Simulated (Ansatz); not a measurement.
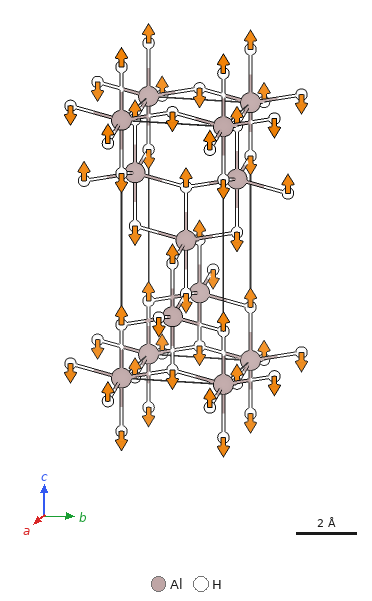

This is a relaxation of solid AlH2 (built on the anatase_141 type) (coarse preliminary run). The starting structure is drawn; orange arrows show the displacements (the part carried along by the change of the cell is left out), 10 times their true length.

A ball-and-stick model of the conventional cell (2 times the calculation's cell), seen slightly off an axis. Lengths and directions refer to the drawn axes.

Case: anatase type (I4_1/amd, No. 141).

All numbers below come from Ansatz, DFT PBE, scalar-relativistic, plane waves, PAW. Settings: plane-wave cutoff 420 eV; k-point mesh 6 × 6 × 6; occupations gaussian; smearing width 0.1 eV; no spin polarisation; cell and atoms relaxed; force threshold 0.04 eV/Å; at most 70 steps.

**Which element moves most?**

Hydrogen: up to 0.070 Å, against 0.000 Å for aluminium.

**Describe the change and its energy.**

The largest moves relative to the cell, 0.070 Å, are those of H atoms. Al stays in place. The drawn cell changes as follows: a = b 3.562 → 3.683 Å (+3.4 %), c 8.952 → 9.324 Å (+4.2 %); the volume changes by +11.3 %. Near-neighbour distances that change, for instance: Al–H 1.850 → 1.997 Å, Al–H 1.823 → 1.871 Å. Bond angles that change, for instance: Al–H–Al 155.4° → 159.4°, H–Al–H 155.4° → 159.4°. The space group stays I4_1/amd (No. 141). The energy falls by 26.7 meV per atom in 3 accepted moves (4 points after the start). Largest force component: 0.3 eV/Å at the start, 0.0088 eV/Å at the end. Pressure: 6.45 GPa at the start and 0.29 GPa at the end. The SCF was repeated once at an unchanged geometry on a basis and grid sized afresh for the cell, which shifted the energy by 1.5 meV per atom at most. The run took 3.7 s on 1 thread of Intel(R) Xeon(R) 6975P-C (Granite Rapids) (shared host), peak memory 0.37 GiB.
